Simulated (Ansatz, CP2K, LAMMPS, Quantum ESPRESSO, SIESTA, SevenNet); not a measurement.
# Structure of amorphous Si0.125Ge0.875 (72 atoms) across programs

Aim: relax amorphous Si0.125Ge0.875 (72 atoms), then compare forces and pressure from several programs at that geometry.

All numbers are calculated, not measured.

## (1) Set-up

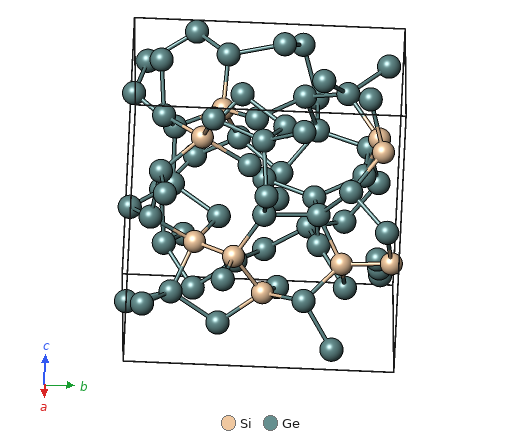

The cell (silicon light orange, germanium teal). Bonds to atoms that aren't drawn are left out. Some periodic images of atoms are drawn too.

The cell holds 72 atoms (9 Si and 63 Ge), with edges of 11.91, 11.91 and 11.91 Å. Recipe: 72 atoms (9 Si, 63 Ge) placed at random at 4.75 g/cm³, melted at 3500 K for 10 ps at fixed volume with the Tersoff potential (Tersoff, Phys. Rev. B 39, 5566 (1989)). Quenched from 3500 K to 300 K at 20 K/ps and fixed volume, annealed at 800 K for 20 ps, held 5 ps, then minimised at fixed cell. Then the atoms were relaxed with SevenNet l3i5 in the fixed cell. Then the atoms were relaxed with CP2K double zeta, PBE.

## (2) The relaxation

CP2K double zeta (DZVP-MOLOPT-SR, GTH-PBE potentials, 280 Ry; k-points Γ) took 44 geometry steps and reached its thresholds. It started from the geometry that SevenNet l3i5 had relaxed.

Wall time 7.2 min (4 MPI ranks of AMD EPYC 9R45, shared host); peak memory 3 GiB; 29 min of CPU time.

|  | before | after |
| --- | --- | --- |
| energy (meV/atom) | 0 | -28.6 |
| Ge-Ge bonds under 2.93 Å | 116 at 2.547 Å | 113 at 2.536 Å |
| Ge-Si bonds under 2.98 Å | 29 at 2.444 Å | 29 at 2.453 Å |
| Si-Si bonds under 2.77 Å | 4 at 2.338 Å | 4 at 2.339 Å |

Atoms moved by 0.34 Å r.m.s. and 1.38 Å at most, with the common shift taken off.

## (3) Structure of the relaxed cell

Density 4.75 g/cm³, 23.44 Å³ an atom.

Pair distribution functions g(r), in bins of 0.2 Å:

```
r (Å)  total  Ge-Ge  Ge-Si  Si-Si
 2.30   0.42   0.06   0.84  12.15
 2.50   4.62   4.69   4.70   0.00
 2.70   0.89   1.11   0.17   0.00
 2.90   0.13   0.16   0.00   0.00
 3.10   0.19   0.25   0.00   0.00
 3.30   0.09   0.12   0.00   0.00
 3.50   0.42   0.38   0.57   0.00
 3.70   1.25   1.13   1.69   1.17
 3.90   2.01   2.04   1.94   1.14
 4.10   1.89   1.76   2.32   2.02
 4.30   1.29   1.25   1.46   0.89
 4.50   1.13   1.24   0.82   0.00
 4.70   0.68   0.69   0.64   0.72
 4.90   0.90   0.83   1.05   2.08
 5.10   0.77   0.76   0.77   0.66
 5.30   0.73   0.84   0.38   0.57
 5.50   0.73   0.75   0.70   0.56
 5.70   1.01   1.01   1.06   0.53
 5.90   1.25   1.23   1.33   1.44
```

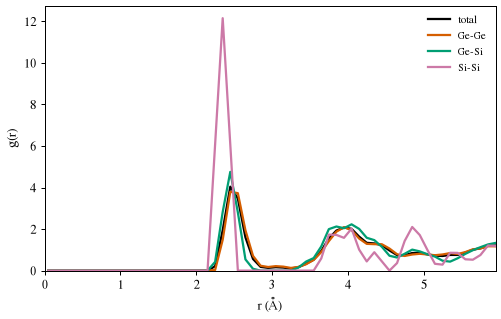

Pair distribution functions, lightly smoothed.

Bonds by pair of elements; cutoffs follow the first minimum of g(r), held within bounds set by covalent radii, and pairs that aren't listed don't count as bonded:

```
pair A-B  cutoff (Å)  bonds  mean length (Å)  spread (Å)  shortest (Å)  B about A  A about B
   Ge-Ge        2.93    113             2.54       0.091          2.39       3.59       3.59
   Ge-Si        2.98     29             2.45        0.06          2.36       0.46       3.22
   Si-Si        2.77      4             2.34       0.013          2.32      0.889      0.889
```

How many atoms have how many bonded neighbours:

```
element  mean  3   4  5
     Ge  4.05  2  56  5
     Si  4.11  0   8  1
```

Bond angles, per cent of each kind in bins of 5°:

```
angle (°)  Ge-Ge-Ge  Ge-Ge-Si  Ge-Si-Ge  Ge-Si-Si
    50–55       0.3       0.0       0.0       0.0
    55–60       0.3       0.0       0.0       0.0
    60–65       1.6       0.0       0.0       0.0
    65–70       1.0       0.0       0.0       0.0
    70–75       0.3       0.0       2.9       0.0
    75–80       0.6       0.0       2.9       0.0
    80–85       1.3       0.0       2.9       0.0
    85–90       2.6       0.0       2.9       0.0
    90–95       6.2       8.8      11.4      22.7
   95–100      12.0      11.3      11.4       4.5
  100–105      19.8      15.0       2.9       9.1
  105–110      15.6      17.5      17.1      22.7
  110–115      11.7      18.8      11.4       9.1
  115–120       7.8      13.8      11.4      13.6
  120–125       9.4      10.0       8.6      18.2
  125–130       2.9       1.2       5.7       0.0
  130–135       3.2       2.5       2.9       0.0
  135–140       0.6       0.0       2.9       0.0
  140–145       0.6       0.0       0.0       0.0
  145–150       1.0       1.2       0.0       0.0
  150–155       0.3       0.0       0.0       0.0
  155–160       0.0       0.0       0.0       0.0
  160–165       0.3       0.0       0.0       0.0
  165–170       0.0       0.0       0.0       0.0
  170–175       0.0       0.0       2.9       0.0
  175–180       0.3       0.0       0.0       0.0
```

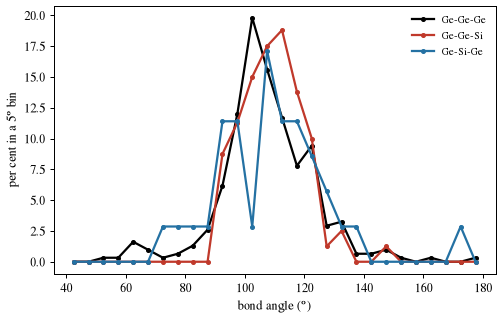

Distributions of the most common bond angles.

Bond angles (no mean is given where the spread exceeds 20°):

| angle | count | mean (°) | spread (°) |
| --- | --- | --- | --- |
| Ge-Ge-Ge | 308 | 107 | 15.7 |
| Ge-Ge-Si | 80 | 109 | 10.4 |
| Ge-Si-Ge | 35 | 109 | 17.9 |
| Ge-Si-Si | 22 | 108 | 10.2 |
| Si-Ge-Si | 4 | 110 | 6.7 |

Bond length by coordination (bonds to H left out):

```
element  coordination  atoms  mean bond length (Å)
     Ge             3      2                  2.58
     Ge             4     56                  2.51
     Ge             5      5                  2.63
     Si             4      8                  2.41
     Si             5      1                  2.53
```

Rings of the network by King's shortest-path rule, up to 12 atoms, one path for each pair of neighbours; H, halogens, alkali and alkaline-earth atoms are left out, and the last column divides by all other atoms, bonded or not:

| ring size (atoms) | rings | per network atom |
| --- | --- | --- |
| 3 | 2 | 0.028 |
| 4 | 6 | 0.083 |
| 5 | 39 | 0.542 |
| 6 | 50 | 0.694 |
| 7 | 28 | 0.389 |
| 8 | 9 | 0.125 |

With the cutoffs above, 89 % of Ge atoms have 4 and 89 % of Si atoms have 4 bonded neighbours. The Ge-Ge-Ge angle averages 107° with a spread of 16°. Rings of 6 atoms are the most common (37 % of those counted); sizes run from 3 to 8.

## (4) The plane-wave reference

Quantum ESPRESSO 7.5: Kohn-Sham DFT, PBE, SSSP efficiency 1.3.0 pseudopotentials, plane waves. Its input for the relaxed cell:

```
&control
  calculation = 'scf'
  pseudo_dir = './pseudo'
  outdir = './tmp'
  disk_io = 'none'
  tprnfor = .true.
  tstress = .true.
/
&system
  ibrav = 0
  nat = 72
  ntyp = 2
  ecutwfc = 45
  ecutrho = 360
  nosym = .true.
  occupations = 'smearing'
  smearing = 'fd'
  degauss = 0.003675
/
&electrons
  conv_thr = 3.6e-07
  electron_maxstep = 100
  mixing_beta = 0.2
  mixing_mode = 'local-TF'
  diagonalization = 'david'
/
ATOMIC_SPECIES
Si 28.085 Si.upf
Ge 72.630 Ge.upf
CELL_PARAMETERS angstrom
11.90640 0.00000 0.00000
0.00000 11.90640 0.00000
0.00000 0.00000 11.90640
ATOMIC_POSITIONS crystal
Si 0.74260 0.92789 0.76787
Si 0.66148 0.25872 0.76988
Si 0.77947 0.79187 0.33773
[... 67 atom lines left out ...]
Ge 0.26050 0.88201 0.61923
Ge 0.53745 0.68477 0.51148
K_POINTS gamma
```

Wall time 2.1 min (4 MPI ranks of AMD EPYC 9R45, shared host); peak memory 5.1 GiB; 8.4 min of CPU time.

## (5) All levels at this geometry

CPU times are from a shared host and are rough.

```
                level                    basis or training data  k-points  own r.m.s. force (meV/Å)  difference from the reference (meV/Å)  pressure (GPa)  CPU time  memory (GiB)
              QE, PBE   plane waves, SSSP efficiency, 45/360 Ry         Γ                        31                                      -            0.55   8.4 min           5.1
CP2K triple zeta, PBE     TZV2P-UZH, GTH-PBE potentials, 350 Ry         Γ                        21                                     21            1.13   3.9 min           5.9
      SIESTA DZP, PBE  DZP orbitals, shift 0.01 Ry, mesh 250 Ry         Γ                       123                                    140            2.37   3.7 min           1.9
        SevenNet l3i5        trained on PBE(+U) plane-wave data         -                       158                                    151            0.29     5.1 s             1
```

## (6) What came out

Relaxation in the fixed cell lowers the energy by 29 meV/atom at its own level and moves atoms by up to 1.38 Å. By the cutoffs of the final cell 3 bonds formed and 6 were lost, leaving 146. The reference finds an r.m.s. force of 31 meV/Å there and a pressure of 0.55 GPa, at a geometry that CP2K double zeta made.

Forces differ from the reference's by 21 meV/Å (CP2K triple zeta, PBE), 140 meV/Å (SIESTA DZP, PBE) and 151 meV/Å (SevenNet l3i5). CP2K double zeta is at its own minimum here, so the reference's force is itself a measure of how the two differ. Pressures lie -0.3 GPa (SevenNet l3i5), +0.6 GPa (CP2K triple zeta, PBE) and +1.8 GPa (SIESTA DZP, PBE) from the reference's. The levels on either side of half filling lie 0.27 eV apart in the reference, but the smearing leaves some partly filled, so none is tabled. With the cutoffs above, 89 % of Ge atoms have 4 and 89 % of Si atoms have 4 bonded neighbours. Rings of 6 atoms are the most common (37 % of those counted); sizes run from 3 to 8.

**Limits.** The density was set by the recipe and held. One sample of a disordered cell; defect or tail levels can set the gap. The quench rate of 20 K/ps is many orders above laboratory rates, so the cell is likely richer in defects and strain than a real sample. The reference samples only Γ, in a cell whose shortest periodic width is 12 Å. The plane-wave runs aren't exact: their cutoffs and mesh weren't converged further here. SIESTA's automatically made basis is far from complete, and its potentials were converted by us (checked for H, C, O, Si, Ge and Ca alone). Spin–orbit coupling is left out. Where levels are smeared, the DFT runs use Fermi–Dirac occupations at 580 K (0.05 eV), and energies are free energies.

[Logs are printed without paths, hosts, clocks, repeated set-up lines and the standing remarks that a program may print on its own settings, such as how far it seeks lower states.]

[Hosts, paths, dates, database ids (printed as entryN), source tags and the programs' standing remarks are cut or masked in the printed files.]
